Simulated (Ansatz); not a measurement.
# SiGe: short molecular dynamics of a 4-atom cell

Aim: follow the atoms of SiGe (ordering on diamond) in time, from their lattice sites. Runs: PBEsol, 40 steps of 1.5 fs under a Nosé-Hoover thermostat at 200 K; PBEsol, 30 steps of 3 fs under a Nosé-Hoover thermostat at 800 K. The cell is a 1×1×1 supercell of the structure relaxed with r2SCAN.

All numbers below are computed with Ansatz 0.2.0 (DFT, plane waves, PAW, no spin polarisation).

## 1. The system as given

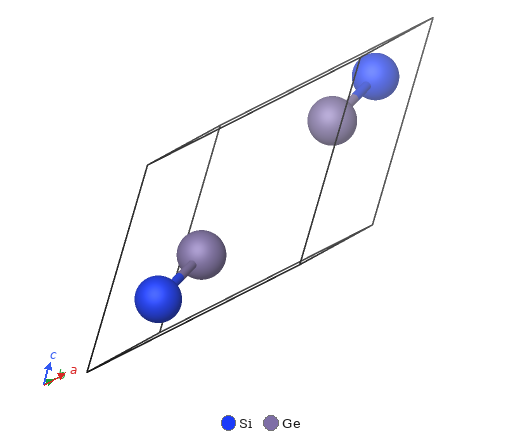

Start, viewed slightly off an axis; silicon blue, germanium purple. Each atom of the cell is drawn once.

As a file:

```xyz
4
Lattice="1.9627 1.1332 6.4106 -1.9627 1.1332 6.4106 0.0000 -2.2664 6.4106" Properties=species:S:1:pos:R:3 pbc="T T T"
Si    0.0000    0.0000    3.5794
Ge    0.0000    0.0000   13.2503
Si    0.0000    0.0000   15.6524
Ge    0.0000    0.0000    5.9815
```

## 2. Run 1: PBEsol

input.yaml

```yaml
crystal:
  lattice:
    - [1.9627184941, 1.1331760509, 6.4105976082]
    - [-1.9627184941, 1.1331760509, 6.4105976082]
    - [0.0, -2.2663521018, 6.4105976082]
  atoms:
    - { symbol: Si, position: [0.1861189419, 0.1861189419, 0.1861189419] }
    - { symbol: Ge, position: [0.6889769731, 0.6889769731, 0.6889769731] }
    - { symbol: Si, position: [0.8138810581, 0.8138810581, 0.8138810581] }
    - { symbol: Ge, position: [0.3110230269, 0.3110230269, 0.3110230269] }
kpoints:
  mp_grid: { grid: [4, 4, 4] }
hamiltonian:
  xc: pbesol
scf:
  occupations: { method: fermi_dirac, width: 0.02 }
md:
  ensemble: nvt_nose_hoover
  temperature: 200
  timestep: 1.5
  n_steps: 40
  initial_velocities: maxwell_boltzmann
  seed: 9692
```

The run is started by

```console
> ansatz run input.yaml --threads 4 --pin off --max-ram 3686MiB --backend cpu --events-out ev --progress --plain --runs-dir out
```

The program printed (excerpt; [...] marks lines left out):

```text
Warning: md: disabling space-group detection — thermal motion breaks the input geometry's symmetry, so no spatial operation reduces the k-mesh or symmetrises the density; time reversal is kept, so that k and −k are solved as one point where they differ and the mesh holds both, and exact [...]
Warning: RAYON_NUM_THREADS=4 ignored (pool sized by the plan → 4); use --threads N
[...]
Pseudopotentials: kind: paw
Pseudopotential: Si, paw, valence charge 4, recommended cutoff 420 eV (normal), Si.paw.azcp
Pseudopotential: Ge, paw, valence charge 14, recommended cutoff 420 eV (normal), Ge.paw.azcp
Functional definition: PBEsol
[...]
Crystal: 4 atoms, lattice volume = 85.547 Å³
Basis set: ecut = 420 eV, 1701 PW (Γ), FFT grids on a1−a3, a2−a3, a3, exchange–correlation on 54×54×96 points (8 copies of the dense FFT grid, shifted against one another)
Bands: 22, of which v1, the nominal top of the filled ones, is band 18 counted from 1 (17 counted from 0)
Symmetry: 1 space group operations
k-points: 36 of 64 (time reversal used)
[...]
SCF iter   1: F=—  HF=-9749.688882 eV  |F-HF|=—  |Δ(HF+E_count)|=         —  Δρ=2.21e-3  dr2=6.28e-3  ethr=1.77e-3  ⟨swp⟩=6.4  Hψ=3909  notcnv=0
[...]
md step     0: t =     0.00 fs  T =   200.0 K  F+E_penalty+E_count = -9749.68599959 eV  E_kin = 0.077556 eV  conserved = -9749.60844359 eV  (8 SCF iters)
[...]
md step    10: t =    15.00 fs  T =    82.1 K  F+E_penalty+E_count = -9749.64005293 eV  E_kin = 0.031849 eV  conserved = -9749.60832771 eV  (6 SCF iters)
[...]
md step    20: t =    30.00 fs  T =    39.3 K  F+E_penalty+E_count = -9749.62303862 eV  E_kin = 0.015233 eV  conserved = -9749.60832726 eV  (6 SCF iters)
[...]
md step    30: t =    45.00 fs  T =   116.5 K  F+E_penalty+E_count = -9749.65100474 eV  E_kin = 0.045184 eV  conserved = -9749.60836439 eV  (6 SCF iters)
[...]
md step    39: t =    58.50 fs  T =   169.7 K  F+E_penalty+E_count = -9749.66727360 eV  E_kin = 0.065824 eV  conserved = -9749.60838656 eV  (2 SCF iters)
[...]
md step    40: t =    60.00 fs  T =   172.8 K  F+E_penalty+E_count = -9749.66783922 eV  E_kin = 0.067011 eV  conserved = -9749.60839403 eV  (6 SCF iters)
SCF converged after 6 iterations
Free energy (F): -9749.667839 eV
[...]
E sigma→0 (E₀):  -9749.667837 eV
Entropy (-TS):   -0.000005 eV (-0.001 meV/atom)
Fermi energy:    7.692460 eV
[...]
--- Forces (eV/Å), atoms counted from 1 ---
  atom   1  Si     0.32229846    -0.23409906     0.41980034
  atom   2  Ge    -0.17628499     0.02264650    -0.26917332
  atom   3  Si    -0.29267292     0.27552178    -0.07489952
  atom   4  Ge     0.14665947    -0.06406910    -0.07573078
[...]
--- MD trajectory: 40 steps, t = 0.0 → 60.0 fs ---
  final state: T = 172.8 K   F+E_penalty+E_count = -9749.66783922 eV   E_kin = 0.067011 eV
  conserved energy: peak-to-peak 1.477e-4 eV (3.693e-5 eV/atom) over 60.0 fs
```

It took 58 s on 4 threads of Arm Neoverse N1, shared host; peak memory 0.41 GiB.

## 3. What the atoms did

The trajectory, every 2 steps (energies from step 0); msd is the mean square displacement from the start, the centre of mass held:

| time (fs) | T (K) | potential energy change (meV/atom) | conserved energy change (meV/atom) | msd Si (Å²) | msd Ge (Å²) |
| --- | --- | --- | --- | --- | --- |
| 0.0 | 200 | 0.0 | 0.00 | 0.000 | 0.000 |
| 3.0 | 193 | 0.7 | 0.00 | 0.000 | 0.000 |
| 6.0 | 174 | 2.5 | 0.01 | 0.000 | 0.000 |
| 9.0 | 146 | 5.2 | 0.01 | 0.001 | 0.001 |
| 12.0 | 114 | 8.4 | 0.02 | 0.001 | 0.001 |
| 15.0 | 82 | 11.5 | 0.03 | 0.001 | 0.001 |
| 18.0 | 55 | 14.1 | 0.03 | 0.001 | 0.002 |
| 21.0 | 37 | 15.9 | 0.04 | 0.002 | 0.002 |
| 24.0 | 28 | 16.7 | 0.04 | 0.002 | 0.002 |
| 27.0 | 30 | 16.6 | 0.03 | 0.002 | 0.002 |
| 30.0 | 39 | 15.7 | 0.03 | 0.002 | 0.003 |
| 33.0 | 54 | 14.4 | 0.02 | 0.001 | 0.002 |
| 36.0 | 71 | 12.8 | 0.02 | 0.001 | 0.002 |
| 39.0 | 88 | 11.2 | 0.02 | 0.002 | 0.002 |
| 42.0 | 103 | 9.9 | 0.02 | 0.002 | 0.002 |
| 45.0 | 117 | 8.7 | 0.02 | 0.002 | 0.001 |
| 48.0 | 129 | 7.7 | 0.02 | 0.002 | 0.001 |
| 51.0 | 142 | 6.7 | 0.02 | 0.002 | 0.001 |
| 54.0 | 154 | 5.8 | 0.02 | 0.003 | 0.001 |
| 57.0 | 165 | 5.0 | 0.02 | 0.003 | 0.001 |
| 60.0 | 173 | 4.5 | 0.01 | 0.003 | 0.001 |

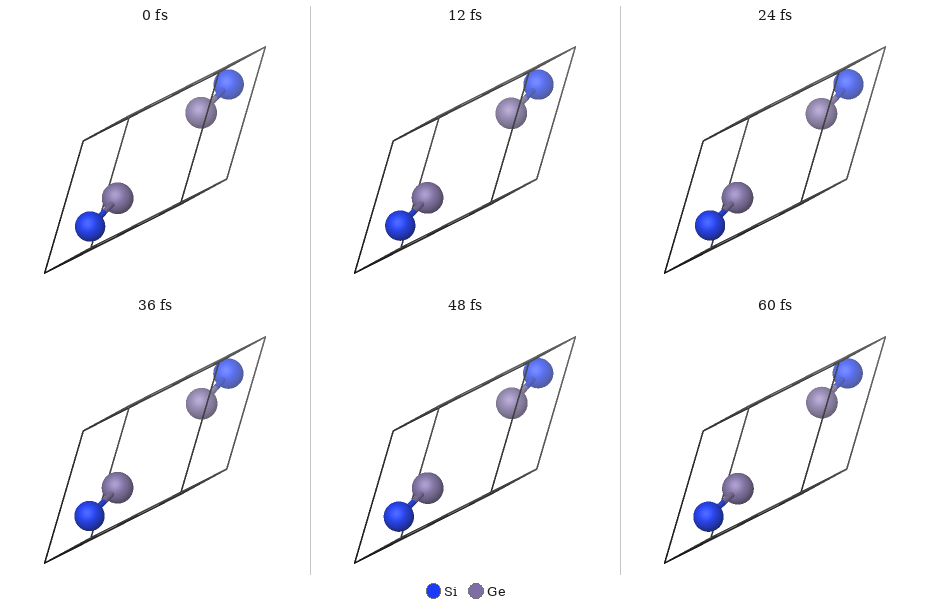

Six frames of the run, seen slightly off an axis. Each atom of the cell is drawn once. Atoms are followed across the cell's faces. Sticks are the contacts of the first frame, kept unless stretched by 40 %.

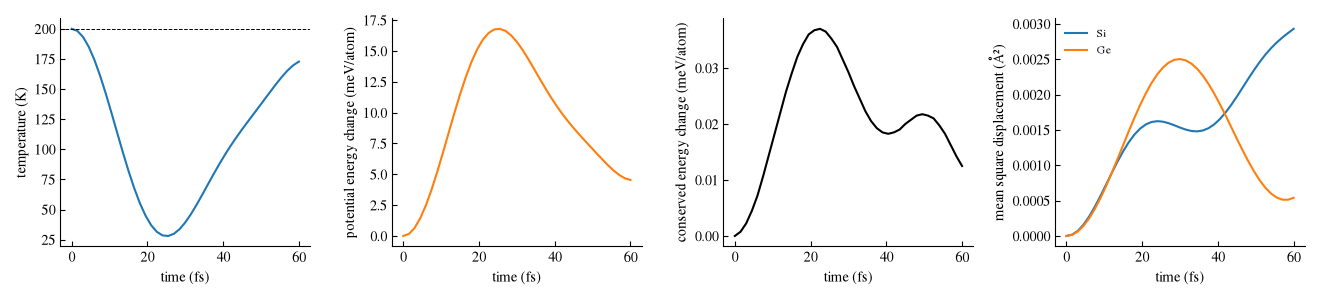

Traces against time; each panel has its own scale. The dashed line is the set temperature.

## 4. Positions and forces

Positions (Å) and forces (eV/Å):

```xyz
4
Lattice="1.963 1.133 6.411 -1.963 1.133 6.411 0.000 -2.266 6.411" Properties=species:S:1:pos:R:3:forces:R:3 pbc="T T T" time_fs=7.5 T=161 dE=0.0151
Si    0.007   -0.014    3.595   -0.237    0.206   -0.275
Ge   -0.008    0.016   13.254    0.221   -0.313   -0.014
Si   -0.014    0.004   15.663    0.241   -0.201   -0.013
Ge    0.011   -0.012    5.968   -0.225    0.308    0.302
4
Lattice="1.963 1.133 6.411 -1.963 1.133 6.411 0.000 -2.266 6.411" Properties=species:S:1:pos:R:3:forces:R:3 pbc="T T T" time_fs=15.0 T=82 dE=0.0459
Si    0.010   -0.024    3.605   -0.365    0.323   -0.444
Ge   -0.015    0.029   13.257    0.416   -0.559   -0.025
Si   -0.024    0.004   15.673    0.371   -0.313   -0.086
Ge    0.020   -0.021    5.957   -0.422    0.548    0.556
4
Lattice="1.963 1.133 6.411 -1.963 1.133 6.411 0.000 -2.266 6.411" Properties=species:S:1:pos:R:3:forces:R:3 pbc="T T T" time_fs=22.5 T=31 dE=0.0658
Si    0.006   -0.029    3.608   -0.350    0.309   -0.485
Ge   -0.018    0.039   13.260    0.539   -0.704   -0.028
Si   -0.027   -0.001   15.682    0.357   -0.294   -0.170
Ge    0.026   -0.027    5.950   -0.546    0.689    0.682
4
Lattice="1.963 1.133 6.411 -1.963 1.133 6.411 0.000 -2.266 6.411" Properties=species:S:1:pos:R:3:forces:R:3 pbc="T T T" time_fs=30.0 T=39 dE=0.0630
Si   -0.004   -0.027    3.600   -0.192    0.171   -0.376
Ge   -0.018    0.043   13.263    0.558   -0.736   -0.036
Si   -0.023   -0.012   15.687    0.201   -0.150   -0.247
Ge    0.028   -0.028    5.947   -0.567    0.715    0.659
4
Lattice="1.963 1.133 6.411 -1.963 1.133 6.411 0.000 -2.266 6.411" Properties=species:S:1:pos:R:3:forces:R:3 pbc="T T T" time_fs=37.5 T=80 dE=0.0480
Si   -0.019   -0.023    3.586    0.072   -0.048   -0.151
Ge   -0.013    0.042   13.265    0.474   -0.678   -0.072
Si   -0.015   -0.026   15.688   -0.058    0.073   -0.307
Ge    0.026   -0.023    5.950   -0.488    0.652    0.531
4
Lattice="1.963 1.133 6.411 -1.963 1.133 6.411 0.000 -2.266 6.411" Properties=species:S:1:pos:R:3:forces:R:3 pbc="T T T" time_fs=45.0 T=117 dE=0.0350
Si   -0.032   -0.019    3.569    0.334   -0.257    0.117
Ge   -0.005    0.035   13.268    0.305   -0.539   -0.138
Si   -0.008   -0.039   15.682   -0.314    0.286   -0.323
Ge    0.020   -0.013    5.957   -0.325    0.510    0.344
4
Lattice="1.963 1.133 6.411 -1.963 1.133 6.411 0.000 -2.266 6.411" Properties=species:S:1:pos:R:3:forces:R:3 pbc="T T T" time_fs=52.5 T=148 dE=0.0249
Si   -0.039   -0.020    3.553    0.443   -0.339    0.329
Ge    0.006    0.025   13.269    0.072   -0.302   -0.212
Si   -0.007   -0.046   15.671   -0.417    0.373   -0.252
Ge    0.012    0.001    5.966   -0.098    0.268    0.134
4
Lattice="1.963 1.133 6.411 -1.963 1.133 6.411 0.000 -2.266 6.411" Properties=species:S:1:pos:R:3:forces:R:3 pbc="T T T" time_fs=60.0 T=173 dE=0.0182
Si   -0.038   -0.027    3.544    0.322   -0.234    0.420
Ge    0.018    0.012   13.268   -0.176    0.023   -0.269
Si   -0.014   -0.047   15.654   -0.293    0.276   -0.075
Ge    0.002    0.017    5.977    0.147   -0.064   -0.076
```

## 5. Run 2: PBEsol

input.yaml, as its differences from that of step 2:

```diff
@@ -15,9 +15,9 @@
 scf:
-  occupations: { method: fermi_dirac, width: 0.02 }
+  occupations: { method: fermi_dirac, width: 0.069 }
 md:
   ensemble: nvt_nose_hoover
-  temperature: 200
-  timestep: 1.5
-  n_steps: 40
+  temperature: 800
+  timestep: 3.0
+  n_steps: 30
   initial_velocities: maxwell_boltzmann
-  seed: 9692
+  seed: 6846
```

The run is started by

```console
> ansatz run input.yaml --threads 4 --pin off --max-ram 3686MiB --backend cpu --events-out ev --progress --plain --runs-dir out
```

The program printed (excerpt; [...] marks lines left out):

```text
Warning: md: disabling space-group detection — thermal motion breaks the input geometry's symmetry, so no spatial operation reduces the k-mesh or symmetrises the density; time reversal is kept, so that k and −k are solved as one point where they differ and the mesh holds both, and exact [...]
Warning: RAYON_NUM_THREADS=4 ignored (pool sized by the plan → 4); use --threads N
[...]
Pseudopotentials: kind: paw
Pseudopotential: Si, paw, valence charge 4, recommended cutoff 420 eV (normal), Si.paw.azcp
Pseudopotential: Ge, paw, valence charge 14, recommended cutoff 420 eV (normal), Ge.paw.azcp
Functional definition: PBEsol
[...]
Crystal: 4 atoms, lattice volume = 85.547 Å³
Basis set: ecut = 420 eV, 1701 PW (Γ), FFT grids on a1−a3, a2−a3, a3, exchange–correlation on 54×54×96 points (8 copies of the dense FFT grid, shifted against one another)
Bands: 22, of which v1, the nominal top of the filled ones, is band 18 counted from 1 (17 counted from 0)
Symmetry: 1 space group operations
k-points: 36 of 64 (time reversal used)
[...]
md step    28: t =    84.00 fs  T =   552.3 K  F+E_penalty+E_count = -9749.51506058 eV  E_kin = 0.214173 eV  conserved = -9749.37480690 eV  (5 SCF iters)
md step    29: t =    87.00 fs  T =   435.1 K  F+E_penalty+E_count = -9749.46403261 eV  E_kin = 0.168719 eV  conserved = -9749.37431165 eV  (4 SCF iters)
[...]
md step    30: t =    90.00 fs  T =   331.8 K  F+E_penalty+E_count = -9749.41950656 eV  E_kin = 0.128672 eV  conserved = -9749.37394775 eV  (7 SCF iters)
SCF converged after 7 iterations
Free energy (F): -9749.419507 eV
[...]
E sigma→0 (E₀):  -9749.413573 eV
Entropy (-TS):   -0.011867 eV (-2.967 meV/atom)
Fermi energy:    7.713104 eV
[...]
--- Forces (eV/Å), atoms counted from 1 ---
  atom   1  Si    -1.26633394    -0.46355484    -0.72851821
  atom   2  Ge    -0.35289468    -0.34408230    -1.57451744
  atom   3  Si     1.27213893     0.47039776     0.34630324
  atom   4  Ge     0.34709016     0.33723896     1.95673235
[...]
--- MD trajectory: 30 steps, t = 0.0 → 90.0 fs ---
  final state: T = 331.8 K   F+E_penalty+E_count = -9749.41950656 eV   E_kin = 0.128672 eV
  conserved energy: peak-to-peak 2.411e-3 eV (6.028e-4 eV/atom) over 90.0 fs
```

Wall time 58 s (4 threads of Arm Neoverse N1, shared host); peak memory 0.4 GiB.

## 6. The trajectory

The trajectory, every 3 steps (energies from step 0); msd is the mean square displacement from the start, the centre of mass held:

| time (fs) | T (K) | potential energy change (meV/atom) | conserved energy change (meV/atom) | msd Si (Å²) | msd Ge (Å²) |
| --- | --- | --- | --- | --- | --- |
| 0.0 | 800 | 0.0 | 0.00 | 0.000 | 0.000 |
| 9.0 | 582 | 21.5 | 0.26 | 0.004 | 0.002 |
| 18.0 | 254 | 53.7 | 0.54 | 0.009 | 0.006 |
| 27.0 | 171 | 62.0 | 0.48 | 0.009 | 0.010 |
| 36.0 | 277 | 52.1 | 0.29 | 0.006 | 0.012 |
| 45.0 | 334 | 47.8 | 0.31 | 0.006 | 0.010 |
| 54.0 | 363 | 46.9 | 0.50 | 0.009 | 0.007 |
| 63.0 | 569 | 29.6 | 0.37 | 0.011 | 0.003 |
| 72.0 | 791 | 12.5 | 0.09 | 0.010 | 0.002 |
| 81.0 | 664 | 30.4 | 0.25 | 0.012 | 0.006 |
| 90.0 | 332 | 66.8 | 0.60 | 0.014 | 0.013 |

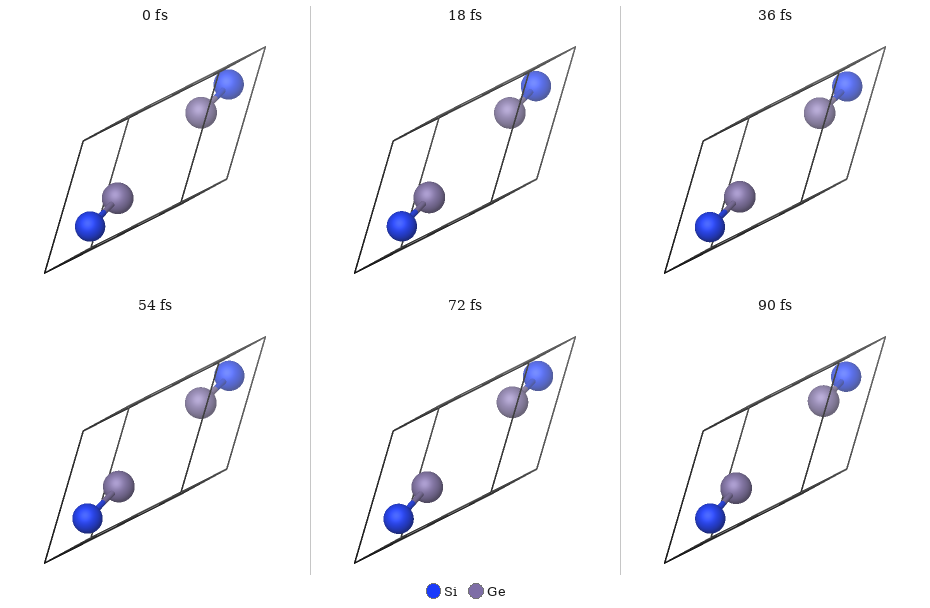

Six frames of the run, seen slightly off an axis. Each atom of the cell is drawn once. Atoms are followed across the cell's faces. Sticks are the contacts of the first frame, kept unless stretched by 40 %.

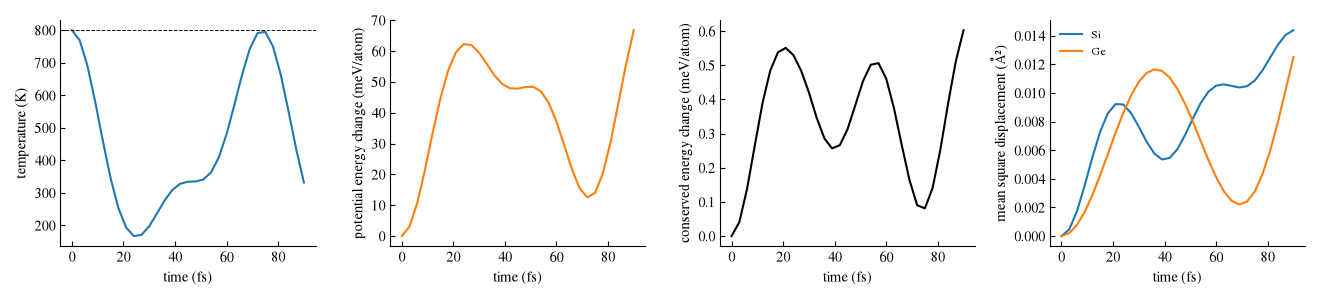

Traces against time; each panel has its own scale. The dashed line is the set temperature.

## 7. Frames from the trajectory

Extended XYZ, with forces in eV/Å:

```xyz
4
Lattice="1.963 1.133 6.411 -1.963 1.133 6.411 0.000 -2.266 6.411" Properties=species:S:1:pos:R:3:forces:R:3 pbc="T T T" time_fs=12.0 T=460 dE=0.1337
Si    0.028    0.024    3.624   -0.959   -0.383   -0.627
Ge   -0.005   -0.018   13.204    0.255    0.379    0.551
Si   -0.061   -0.006   15.590    0.977    0.373    0.810
Ge    0.018    0.011    6.034   -0.273   -0.369   -0.734
4
Lattice="1.963 1.133 6.411 -1.963 1.133 6.411 0.000 -2.266 6.411" Properties=species:S:1:pos:R:3:forces:R:3 pbc="T T T" time_fs=24.0 T=167 dE=0.2490
Si    0.012    0.031    3.640   -0.879   -0.333   -0.776
Ge   -0.006   -0.029   13.168    0.447    0.642    1.027
Si   -0.078    0.005   15.566    0.918    0.313    1.032
Ge    0.031    0.015    6.073   -0.485   -0.622   -1.283
4
Lattice="1.963 1.133 6.411 -1.963 1.133 6.411 0.000 -2.266 6.411" Properties=species:S:1:pos:R:3:forces:R:3 pbc="T T T" time_fs=33.0 T=237 dE=0.2232
Si   -0.028    0.025    3.627   -0.300   -0.039   -0.566
Ge    0.000   -0.029   13.154    0.449    0.626    1.287
Si   -0.062    0.023   15.580    0.363    0.005    0.785
Ge    0.035    0.011    6.088   -0.512   -0.592   -1.505
4
Lattice="1.963 1.133 6.411 -1.963 1.133 6.411 0.000 -2.266 6.411" Properties=species:S:1:pos:R:3:forces:R:3 pbc="T T T" time_fs=45.0 T=334 dE=0.1913
Si   -0.091    0.018    3.588    0.746    0.277    0.155
Ge    0.014   -0.020   13.156    0.237    0.267    1.412
Si   -0.027    0.047   15.630   -0.645   -0.334   -0.044
Ge    0.032   -0.005    6.081   -0.338   -0.210   -1.522
4
Lattice="1.963 1.133 6.411 -1.963 1.133 6.411 0.000 -2.266 6.411" Properties=species:S:1:pos:R:3:forces:R:3 pbc="T T T" time_fs=57.0 T=409 dE=0.1728
Si   -0.121    0.022    3.555    1.224    0.277    0.663
Ge    0.033   -0.006   13.185   -0.164   -0.214    1.173
Si   -0.022    0.056   15.680   -1.100   -0.347   -0.676
Ge    0.023   -0.024    6.046    0.040    0.283   -1.160
4
Lattice="1.963 1.133 6.411 -1.963 1.133 6.411 0.000 -2.266 6.411" Properties=species:S:1:pos:R:3:forces:R:3 pbc="T T T" time_fs=66.0 T=663 dE=0.0870
Si   -0.106    0.034    3.549    0.730    0.149    0.628
Ge    0.046    0.003   13.222   -0.445   -0.454    0.696
Si   -0.052    0.052   15.699   -0.607   -0.212   -0.751
Ge    0.016   -0.037    6.003    0.322    0.517   -0.573
4
Lattice="1.963 1.133 6.411 -1.963 1.133 6.411 0.000 -2.266 6.411" Properties=species:S:1:pos:R:3:forces:R:3 pbc="T T T" time_fs=78.0 T=750 dE=0.0809
Si   -0.060    0.056    3.566   -0.662   -0.275    0.089
Ge    0.056    0.008   13.285   -0.544   -0.472   -0.312
Si   -0.114    0.039   15.693    0.750    0.233   -0.389
Ge    0.011   -0.045    5.936    0.456    0.513    0.612
4
Lattice="1.963 1.133 6.411 -1.963 1.133 6.411 0.000 -2.266 6.411" Properties=species:S:1:pos:R:3:forces:R:3 pbc="T T T" time_fs=90.0 T=332 dE=0.2671
Si   -0.042    0.066    3.588   -1.266   -0.464   -0.729
Ge    0.057    0.005   13.344   -0.353   -0.344   -1.575
Si   -0.145    0.036   15.669    1.272    0.470    0.346
Ge    0.015   -0.044    5.878    0.347    0.337    1.957
```

## 8. Results

```
                                     quantity                                    value
                                run 1: length                       40 steps of 1.5 fs
      run 1: temperature, first and last step                            200 and 173 K
              run 1: temperature, second half             mean 113 K, from 39 to 173 K
         run 1: potential energy, second half   +9 meV/atom from this run's first step
run 1: largest change of the conserved energy                            0.04 meV/atom
 run 1: mean square displacement, second half                    Si 0.002, Ge 0.001 Å²
                                run 2: length                         30 steps of 3 fs
      run 2: temperature, first and last step                            800 and 332 K
              run 2: temperature, second half            mean 535 K, from 332 to 795 K
         run 2: potential energy, second half  +36 meV/atom from this run's first step
run 2: largest change of the conserved energy                            0.60 meV/atom
 run 2: mean square displacement, second half                    Si 0.011, Ge 0.006 Å²
```

In words: Run 1: Against a set 200 K the second half averages 113 K, going from 39 to 173 K over that half; 9 meV/atom has gone into potential energy, and a thermostat that acts over some 100 fs has not made it up in 60 fs. The conserved energy strays from its start by at most 0.04 meV/atom, 0.4 % of the mean kinetic energy, which is good for a step of 1.5 fs. No atom gets farther than 0.06 Å from its start, with the drift of the whole removed, against a typical distance of 2.4 Å between sites at the start. Run 2: Against a set 800 K the second half averages 535 K with a spread of 172 K (in equilibrium 4 atoms would scatter by about 377 K, over a far longer run); 36 meV/atom has gone into potential energy, and a thermostat that acts over some 100 fs has not made it up in 90 fs. The conserved energy strays from its start by at most 0.60 meV/atom, 1.3 % of the mean kinetic energy, which is good for a step of 3 fs. The farthest move is 0.15 Å, against a mean nearest distance of 2.4 Å at the start: no atom has changed site so far. 90 fs on 4 atoms is far too short and small for converged averages.
